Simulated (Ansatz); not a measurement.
Al2Cu (Al2Cu type, space group I4/mcm)

```
Al2Cu
1.0
   -3.00310     3.00310     2.39527
    3.00310    -3.00310     2.39527
    3.00310     3.00310    -2.39527
Al Cu
4 2
Direct
  0.65900   0.15900   0.81801
  0.84100   0.65900   0.50000
  0.15900   0.34100   0.50000
  0.34100   0.84100   0.18199
  0.25000   0.25000   0.00000
  0.75000   0.75000   0.00000
```

The volume is varied about the relaxed value V₀ at fixed cell shape. The atoms relax within the cell's symmetry.

The numbers are results of r2SCAN (plane waves to 500 eV, PAW, scalar-relativistic; Ansatz, a first-principles code), not measurements. k mesh 12×12×12 (Γ-centred), Fermi-Dirac smearing 0.05 eV. E stands for the smeared free energy. With the shape held, the modulus is that of even scaling; a crystal free to change shape is softer. Al2Cu is run without spin polarisation. Al2Cu was relaxed with its symmetry unable to fall. The PAW data are Ansatz's earlier set. ΔE is measured from the relaxed starting cell.

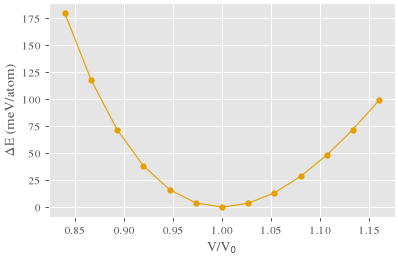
Fig. 1. ΔE (meV/atom) against V/V₀; one marker a computed point.

Q: What is ΔE at V/V₀ = 0.840?

A: About 180 meV/atom.

Q: What is ΔE at V/V₀ = 1.160?

A: About 99 meV/atom.

Q: What bulk modulus at fixed cell shape B₀ follows from a third-order Birch-Murnaghan fit?

A: About 110 GPa.

(A scan under strain: stresses follow from slopes of the energy per volume, elastic moduli from its curvatures.)
